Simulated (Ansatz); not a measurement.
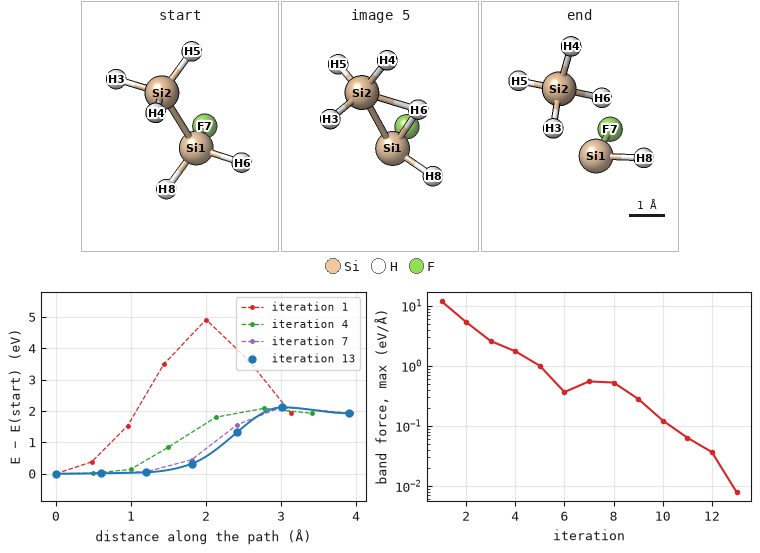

A nudged-elastic-band calculation for Si2H5F. Images are numbered from 0 (start) to 6 (end). The plot follows the band through its iterations. A ball-and-stick model, seen from a free direction.

These are results of Ansatz, RKS PBE0/def2-SVP, not measurements. Run with 5 movable images; climbing image; force threshold 0.03 eV/Å; iteration limit 60; starting path through a guess of the saddle point.

Did the band converge, and can the barrier be trusted?

Answer. The run is converged, with reservations. The band converged in 13 iterations. The largest component of the band force went from 12 to 0.008 eV/Å. The climbing image converged on the top of the path. Its vibrational analysis gives 2 imaginary modes over 30i cm⁻¹, so it isn't confirmed as a transition state. The first iteration put the highest image at 4.92 eV. The energy climbs by 2.12 eV to image 5 and then falls by 0.19 eV, so the end point sits at +1.93 eV.
